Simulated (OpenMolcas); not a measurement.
# SnO (tin(ii) oxide), step by step

We compute a single-point energy (HF/ANO-RCC-MB), then a single-point energy (CASSCF(2,2)/ANO-RCC-VTZP), then a single-point energy (CASPT2(2,2)/ANO-RCC-VTZP) of SnO (tin(ii) oxide). 

Program for the calculation: OpenMolcas 26.06.

### Step 1. Starting point

SnO: 2 atoms, total charge 0, spin state singlet. SMILES: `[O]=[Sn]`. The coordinates come from a PBE0-D4/def2-TZVP relaxation.

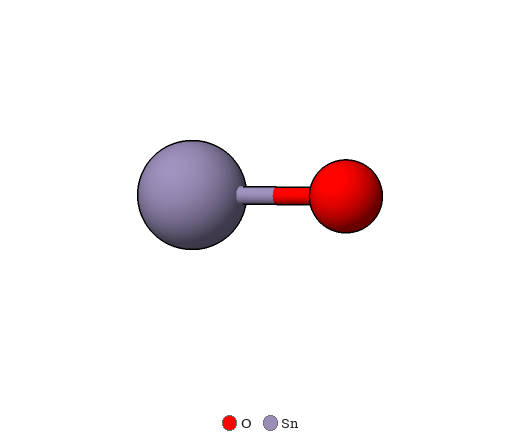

Viewed from a chosen angle; oxygen red, tin purple.

### Step 2. A single-point energy at HF/ANO-RCC-MB (DKH2) (run 1)

File mol.xyz:

```xyz
2

O      0.000000     0.000000    -0.007080
Sn     0.000000     0.000000     1.810660
```

File step1.input:

```
* OSn Hartree-Fock

&GATEWAY
 Coord=mol.xyz
 Basis=ANO-RCC-MB
 Group=NoSym

&SEWARD

&SCF
 PrOrbitals=0
```

On the command line:

```bash
export MOLCAS_MEM=1860
pymolcas step1.input > step1.log
```

The program printed, cut to the lines that bear on the results:

```text
--- Start Module: gateway ---
[...]
--- Stop Module: gateway /rc=_RC_ALL_IS_WELL_ ---
--- Start Module: seward ---
[...]
      Basis functions           32
--- Stop Module: seward /rc=_RC_ALL_IS_WELL_ ---
[...]
--- Start Module: scf ---
[...]
       Convergence after  11 Iterations
[...]
::    Total SCF energy                              -6247.2562063061
[...]
      Total spin, S                                     0.0000000000
[...]
      Total electronic charge=   58.000000
      Total            charge=   -0.000000
[...]
      Dipole Moment (debye):
      Origin of the operator (angstrom)=    0.0000    0.0000    1.5967
                   X= -9.0006E-11               Y=  3.2528E-12               Z=  3.1460E+00           Total=  3.1460E+00
      Quadrupole Moment (debye*angstrom):
[...]
--- Stop Module: scf /rc=_RC_ALL_IS_WELL_ ---
[...]
```

It took 2.7 s on 1 thread of Arm Neoverse V2, shared host; peak memory 0.38 GiB.

### Step 3. A single-point energy at CASSCF(2,2)/ANO-RCC-VTZP (DKH2, RICD fitting) (run 2)

mol.xyz is that of step 2.

File step2.inp:

```
&GATEWAY
  Coord=mol.xyz
  Basis=ANO-RCC-MB
  Group=NoSym

&SEWARD

&RASSCF
  FileOrb=$CurrDir/step1.ScfOrb
  Alter=1
  1 30 32
  Spin=1
  Nactel=2 0 0
  Inactive=28
  Ras2=2
  OrbListing=Nothing
>>> COPY $Project.RunFile RUNFIL1
>>> COPY $Project.RasOrb INPORB

&GATEWAY
  Coord=mol.xyz
  Basis=ANO-RCC-VTZP
  Group=NoSym
  RICD

&SEWARD
>>> COPY $Project.RunFile RUNFIL2

&EXPBAS

&RASSCF
  FileOrb=$Project.ExpOrb
  Spin=1
  Nactel=2 0 0
  Inactive=28
  Ras2=2
  OrbListing=Nothing
  OrbAppear=Compact
```

On the command line:

```bash
export MOLCAS_MEM=1860
pymolcas step2.inp > step2.log
```

The program printed, cut to the lines that bear on the results:

```text
--- Start Module: gateway ---
[...]
--- Stop Module: gateway /rc=_RC_ALL_IS_WELL_ ---
[...]
      Basis functions           32
[...]
      Number of active orbitals                  2
[...]
      Spin quantum number                      0.0
[...]
      Active orbitals                            2
[...]
      Number of CSFs                             3
[...]
      Number of root(s) required                 1
[...]
      Convergence after 29 iterations
[...]
      printout of CI-coefficients larger than  0.05 for root  1
      energy=   -6247.270636
      conf/sym  11     Coeff  Weight
             1  20   0.99139 0.98285
             3  02  -0.13094 0.01715
      Natural orbitals and occupation numbers for root  1
      sym 1:   1.965707   0.034293
      ************************************************************************************************************************
      *                                                    Final results                                                     *
[...]
::    RASSCF root number  1 Total energy:  -6247.27063636
[...]
      Basis functions           98
[...]
--- Start Module: expbas ---
[...]
--- Stop Module: expbas /rc=_RC_ALL_IS_WELL_ ---
--- Start Module: rasscf ---
[...]
      Convergence after 26 iterations
[...]
      Natural orbitals and occupation numbers for root  1
      sym 1:   1.976312   0.023688
      ************************************************************************************************************************
      *                                                    Final results                                                     *
[...]
::    RASSCF root number  1 Total energy:  -6247.40199596
[...]
      Total electronic charge=   58.000000
      Total            charge=   -0.000000
[...]
      Dipole Moment (debye):
      Origin of the operator (angstrom)=    0.0000    0.0000    1.5967
                   X=  5.5897E-08               Y=  3.6557E-08               Z=  5.1678E+00           Total=  5.1678E+00
      Quadrupole Moment (debye*angstrom):
[...]
--- Stop Module: rasscf /rc=_RC_ALL_IS_WELL_ ---
[...]
```

It took 26 s on 1 thread of Arm Neoverse V2, shared host; peak memory 0.38 GiB.

### Step 4. The energy at CASPT2(2,2)/ANO-RCC-VTZP (DKH2, RICD fitting, ipea shift 0.25 Eh, pt2 variant SS) (run 3)

mol.xyz is that of step 3.

File step3.inp:

```
&GATEWAY
 Coord=mol.xyz
 Basis=ANO-RCC-VTZP
 Group=NoSym
 RICD

&SEWARD

&RASSCF
 FileOrb=$CurrDir/step2.RasOrb
 Spin=1
 Nactel=2 0 0
 Inactive=28
 Ras2=2
 OrbListing=Nothing
 OrbAppear=Compact

&CASPT2
 Imaginary=0.2
```

On the command line:

```bash
export MOLCAS_MEM=1860
pymolcas step3.inp > step3.log
```

The program printed, cut to the lines that bear on the results:

```text
--- Start Module: gateway ---
[...]
--- Stop Module: gateway /rc=_RC_ALL_IS_WELL_ ---
[...]
      Basis functions           98
[...]
--- Start Module: rasscf ---
[...]
      Number of active orbitals                  2
[...]
      Spin quantum number                      0.0
[...]
      Active orbitals                            2
[...]
      Number of CSFs                             3
[...]
      Number of root(s) required                 1
[...]
      Convergence after  4 iterations
[...]
      printout of CI-coefficients larger than  0.05 for root  1
      energy=   -6247.401996
      conf/sym  11     Coeff  Weight
             1  20   0.99406 0.98815
             3  02  -0.10884 0.01185
      Natural orbitals and occupation numbers for root  1
      sym 1:   1.976308   0.023692
      ************************************************************************************************************************
      *                                                    Final results                                                     *
[...]
::    RASSCF root number  1 Total energy:  -6247.40199597
[...]
      Total electronic charge=   58.000000
      Total            charge=   -0.000000
[...]
      Dipole Moment (debye):
      Origin of the operator (angstrom)=    0.0000    0.0000    1.5967
                   X=  1.6613E-08               Y=  2.3049E-08               Z=  5.1676E+00           Total=  5.1676E+00
      Quadrupole Moment (debye*angstrom):
[...]
--- Stop Module: rasscf /rc=_RC_ALL_IS_WELL_ ---
[...]
--- Start Module: caspt2 ---
[...]
      E2 (Variational):          -0.7460361675
      Total energy:           -6248.1480321369
[...]
      Reference weight:           0.83947
[...]
::    CASPT2 Root  1     Total energy:  -6248.14803214
[...]
--- Stop Module: caspt2 /rc=_RC_ALL_IS_WELL_ ---
[...]
```

It took 17 s on 1 thread of Arm Neoverse V2, shared host; peak memory 0.37 GiB.

### Step 5. Outcome

| quantity | value |
| --- | --- |
| run 1, HF/ANO-RCC-MB: total energy | -6247.25621 Eh |
| run 1, HF/ANO-RCC-MB: dipole moment | 3.15 D |
| run 1, HF/ANO-RCC-MB: HOMO energy | -10.10 eV |
| run 1, HF/ANO-RCC-MB: LUMO energy | 0.77 eV |
| run 1, HF/ANO-RCC-MB: HOMO–LUMO gap | 10.87 eV |
| run 2, CASSCF(2,2)/ANO-RCC-VTZP: total energy | -6247.40200 Eh |
| run 2, CASSCF(2,2)/ANO-RCC-VTZP: dipole moment (CASSCF density) | 5.17 D |
| run 3, CASPT2(2,2)/ANO-RCC-VTZP: total energy | -6248.14803 Eh |
| run 3, CASPT2(2,2)/ANO-RCC-VTZP: dipole moment (CASSCF density) | 5.17 D |
